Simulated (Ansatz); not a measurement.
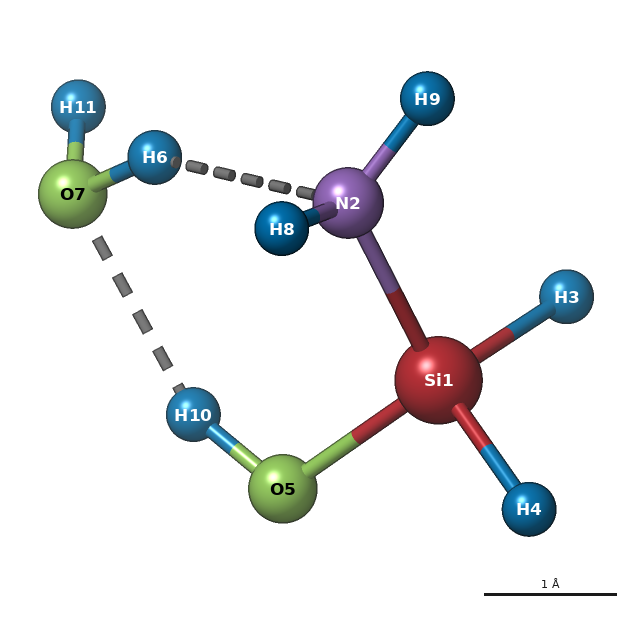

Broken lines mark hydrogen bonds. The computed structure is the end point of a PBE0-D4/def2-TZVP optimisation.

Give donor, acceptor, H···A distance and D–H···A angle of each hydrogen bond.

| D–H···A | D–H (Å) | H···A (Å) | angle (°) | kind |
| --- | --- | --- | --- | --- |
| O7–H6···N2 | 0.98 | 2.00 | 153 | intermolecular |
| O5–H10···O7 | 0.97 | 1.92 | 148 | intermolecular |
